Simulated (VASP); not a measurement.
Energy against volume of ZrO2 (fluorite). Level of theory: PBEsol GGA, VASP's PBE PAW potentials (set 64) (plane waves; VASP).

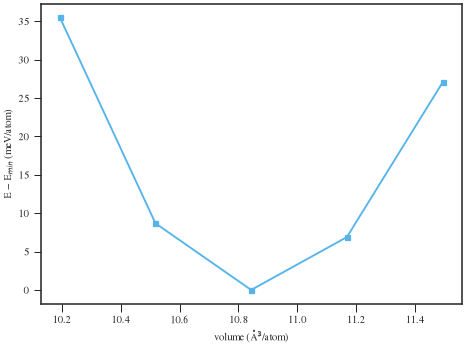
Figure. Energy against volume

**Question.** Estimate the equilibrium volume and the bulk modulus.

**Answer.** The minimum lies near 10.9 Å³/atom, and the curvature gives B0 of about 250 GPa.

Measured: a 5.090 Å at 0 K (computed value off by -0.4 %), as given by Xinyuan Zhao et al., Physical review. B, Condensed matter (2002), arXiv:cond-mat/0108491 [extrapolated to 0 K from high-temperature diffraction of the cubic phase (5.27 Å at 2410 °C), as arXiv:1708.09424 says of the same reference; zero-point expansion not removed].

The compound is ZrO2 in the fluorite structure, the high-temperature cubic form, which is unstable at 0 K; the monoclinic form is the stable one. It was relaxed first.
